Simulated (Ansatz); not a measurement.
# SiH₅ (doublet): B2PLYP, PBE-QIDH, RPA-PBE over a scan of the distance Si1–H5 along a hydrogen transfer, cc-pVTZ, part 2 of 2

Ansatz 0.2.0, Gaussian basis; cc-pVTZ, all electrons in the functionals, frozen cores in the correlation of double hybrids and RPA. Earlier steps stand in the parts before.

## 13. RPA-PBE, 1.569 Å

in.yaml

```yaml
crystal:
  periodic: [false, false, false]
  atoms:
    - {symbol: Si, position_ang: [-0.088284, 0.000000, 0.000000]}
    - {symbol: H, position_ang: [-0.583156, 1.399708, 0.000000]}
    - {symbol: H, position_ang: [-0.583155, -0.699854, 1.212183]}
    - {symbol: H, position_ang: [-0.583156, -0.699854, -1.212183]}
    - {symbol: H, position_ang: [1.480716, 0.000000, 0.000000]}
    - {symbol: H, position_ang: [2.728716, 0.000000, 0.000000]}
basis:
  gaussian: {orbitals: cc-pVTZ}
magnetization: {spin_polarized: true, initial_magnetization: 1}
hamiltonian: {xc: {name: PBE}}
correlation: {method: rpa, electrons: outside_noble_gas}
```

Command:

```console
$ ansatz run in.yaml --threads 2 --pin off --events-out ev --progress --plain --max-ram 16896MiB --backend cuda --devices 0, --max-vram 18GiB
```

The program printed, cut to the lines that bear on the results:

```text
Functional definition: PBE
  name "PBE"
  cite "Perdew, Burke & Ernzerhof, Phys. Rev. Lett. 77, 3865 (1996) doi:10.1103/PhysRevLett.77.3865"
  parent pbe
[...]
575 factors; integrals over basis functions are off by at most 1.1e-3 eV
[...]
mean field -7951.76528446 eV, -292.2219843038 hartree, gradient 7.0e-6 eV, S^2 0.754241; 0 other end points of the search recorded, 0 dependent functions left out
5 core orbitals not correlated: weight in the atoms' cores, before any rotation towards them, 1.000 or more for the frozen orbitals, at most 0.000 for the correlated occupied ones
reference -7938.08102506 eV, -291.7190970463 hartree; 5, 4 occupied and 94, 95 virtual orbitals, 575 factors
Total energy: -7947.48819556 eV, -292.0648041859 hartree
```

It took 2.9 s on 1 × H100 (card shared with other runs) with 2 threads of AMD EPYC 7R13, shared host; peak host memory 0.9 GiB.

From the report: ⟨S²⟩ of the determinant 0.754 (pure doublet: 0.75).

From 1.485 Å: -0.1 kcal/mol.

## 14. RPA-PBE, 1.736 Å

in.yaml

```yaml
crystal:
  periodic: [false, false, false]
  atoms:
    - {symbol: Si, position_ang: [-0.093365, 0.000000, 0.000000]}
    - {symbol: H, position_ang: [-0.588237, 1.399708, 0.000000]}
    - {symbol: H, position_ang: [-0.588237, -0.699854, 1.212183]}
    - {symbol: H, position_ang: [-0.588237, -0.699854, -1.212183]}
    - {symbol: H, position_ang: [1.642635, 0.000000, 0.000000]}
    - {symbol: H, position_ang: [2.723635, 0.000000, 0.000000]}
basis:
  gaussian: {orbitals: cc-pVTZ}
magnetization: {spin_polarized: true, initial_magnetization: 1}
hamiltonian: {xc: {name: PBE}}
correlation: {method: rpa, electrons: outside_noble_gas}
```

Launched as before.

The program printed, cut to the lines that bear on the results:

```text
Functional definition: PBE
  name "PBE"
  cite "Perdew, Burke & Ernzerhof, Phys. Rev. Lett. 77, 3865 (1996) doi:10.1103/PhysRevLett.77.3865"
  parent pbe
[...]
577 factors; integrals over basis functions are off by at most 1.1e-3 eV
[...]
mean field -7951.85479620 eV, -292.2252737995 hartree, gradient 4.4e-6 eV, S^2 0.756251; 0 other end points of the search recorded, 0 dependent functions left out
5 core orbitals not correlated: weight in the atoms' cores, before any rotation towards them, 1.000 or more for the frozen orbitals, at most 0.000 for the correlated occupied ones
reference -7937.93461523 eV, -291.7137165844 hartree; 5, 4 occupied and 94, 95 virtual orbitals, 577 factors
Total energy: -7947.50222126 eV, -292.0653196207 hartree
```

It took 1.5 s on 1 × H100 (card shared with other runs) with 2 threads of AMD EPYC 7R13, shared host; peak host memory 0.9 GiB.

From the report: ⟨S²⟩ of the determinant 0.756 (pure doublet: 0.75).

From 1.485 Å: -0.4 kcal/mol.

## 15. RPA-PBE, 1.904 Å

in.yaml

```yaml
crystal:
  periodic: [false, false, false]
  atoms:
    - {symbol: Si, position_ang: [-0.098477, 0.000000, 0.000000]}
    - {symbol: H, position_ang: [-0.593349, 1.399708, 0.000000]}
    - {symbol: H, position_ang: [-0.593349, -0.699854, 1.212183]}
    - {symbol: H, position_ang: [-0.593349, -0.699854, -1.212183]}
    - {symbol: H, position_ang: [1.805523, 0.000000, 0.000000]}
    - {symbol: H, position_ang: [2.718523, 0.000000, 0.000000]}
basis:
  gaussian: {orbitals: cc-pVTZ}
magnetization: {spin_polarized: true, initial_magnetization: 1}
hamiltonian: {xc: {name: PBE}}
correlation: {method: rpa, electrons: outside_noble_gas}
```

Launched as before.

The program printed, cut to the lines that bear on the results:

```text
Functional definition: PBE
  name "PBE"
  cite "Perdew, Burke & Ernzerhof, Phys. Rev. Lett. 77, 3865 (1996) doi:10.1103/PhysRevLett.77.3865"
  parent pbe
[...]
575 factors; integrals over basis functions are off by at most 1.2e-3 eV
[...]
mean field -7952.05699219 eV, -292.2327043652 hartree, gradient 3.3e-6 eV, S^2 0.755156; 0 other end points of the search recorded, 0 dependent functions left out
5 core orbitals not correlated: weight in the atoms' cores, before any rotation towards them, 1.000 or more for the frozen orbitals, at most 0.000 for the correlated occupied ones
reference -7938.14808763 eV, -291.7215615505 hartree; 5, 4 occupied and 94, 95 virtual orbitals, 575 factors
Total energy: -7947.73604592 eV, -292.0739125186 hartree
```

It took 1.6 s on 1 × H100 (card shared with other runs) with 2 threads of AMD EPYC 7R13, shared host; peak host memory 0.9 GiB.

From the report: ⟨S²⟩ of the determinant 0.755 (pure doublet: 0.75).

From 1.485 Å: -5.8 kcal/mol.

## 16. RPA-PBE, 2.072 Å

in.yaml

```yaml
crystal:
  periodic: [false, false, false]
  atoms:
    - {symbol: Si, position_ang: [-0.103589, 0.000000, 0.000000]}
    - {symbol: H, position_ang: [-0.598461, 1.399708, 0.000000]}
    - {symbol: H, position_ang: [-0.598461, -0.699854, 1.212183]}
    - {symbol: H, position_ang: [-0.598461, -0.699854, -1.212183]}
    - {symbol: H, position_ang: [1.968411, 0.000000, 0.000000]}
    - {symbol: H, position_ang: [2.713411, 0.000000, 0.000000]}
basis:
  gaussian: {orbitals: cc-pVTZ}
magnetization: {spin_polarized: true, initial_magnetization: 1}
hamiltonian: {xc: {name: PBE}}
correlation: {method: rpa, electrons: outside_noble_gas}
```

Launched as before.

The program printed, cut to the lines that bear on the results:

```text
Functional definition: PBE
  name "PBE"
  cite "Perdew, Burke & Ernzerhof, Phys. Rev. Lett. 77, 3865 (1996) doi:10.1103/PhysRevLett.77.3865"
  parent pbe
[...]
570 factors; integrals over basis functions are off by at most 1.2e-3 eV
[...]
mean field -7952.16628318 eV, -292.2367207351 hartree, gradient 3.3e-6 eV, S^2 0.753503; 0 other end points of the search recorded, 0 dependent functions left out
5 core orbitals not correlated: weight in the atoms' cores, before any rotation towards them, 1.000 or more for the frozen orbitals, at most 0.000 for the correlated occupied ones
reference -7938.47258150 eV, -291.7334864801 hartree; 5, 4 occupied and 94, 95 virtual orbitals, 570 factors
Total energy: -7947.95886504 eV, -292.0821009701 hartree
```

Wall time 1.5 s (1 × H100 (card shared with other runs) with 2 threads of AMD EPYC 7R13, shared host); peak host memory 0.9 GiB.

From the report: ⟨S²⟩ of the determinant 0.754 (pure doublet: 0.75).

From 1.485 Å: -10.9 kcal/mol.

## 17. The comparison

The yardstick is UCCSDT(Q), where the cluster series has nearly closed. It comes from earlier runs at the same points. Energies in kcal/mol, counted from 1.485 Å; blanks weren't run or aren't comparable.

```
    level  1.485 Å  1.569 Å  1.736 Å  1.904 Å  2.072 Å
UCCSDT(Q)      0.0      0.0      0.3     -4.8     -9.8
   B2PLYP      0.0     -0.2     -0.2     -5.0     -9.6
 PBE-QIDH      0.0      0.1      0.7     -4.1     -9.0
  RPA-PBE      0.0     -0.1     -0.4     -5.8    -10.9
```

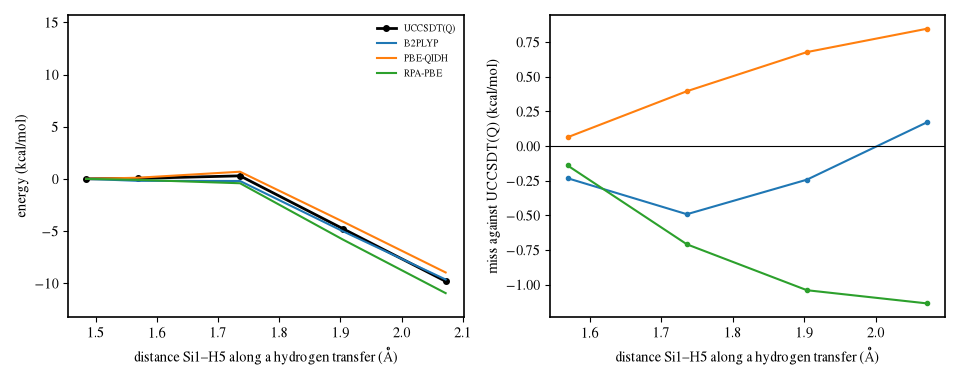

Left: the curves (the axis may cut off levels that run far away). Right: misses against UCCSDT(Q), in the same colours.

Largest miss and mean time a point (UCCSDT(Q) took 9.7 s a point; shared hosts):

```csv
level,largest miss (kcal/mol),where,time a point
B2PLYP,-0.5,1.736 Å,1.9 s
PBE-QIDH,+0.8,2.072 Å,2 s
RPA-PBE,-1.1,2.072 Å,2 s
```

## 18. What came out

What follows sums up all 2 parts.

| quantity | value |
| --- | --- |
| span of the UCCSDT(Q) curve | 10.1 kcal/mol |
| largest miss, B2PLYP | -0.5 kcal/mol (1.736 Å) |
| largest miss, PBE-QIDH | +0.8 kcal/mol (2.072 Å) |
| largest miss, RPA-PBE | -1.1 kcal/mol (2.072 Å) |

**Reading.** Of the functionals, B2PLYP keep the smallest largest miss at the points compared (at most 0.5 kcal/mol) and RPA-PBE strays most (1.1 kcal/mol, at 2.072 Å). Functionals and the yardstick converge differently with the basis, so part of each miss in cc-pVTZ is the basis.
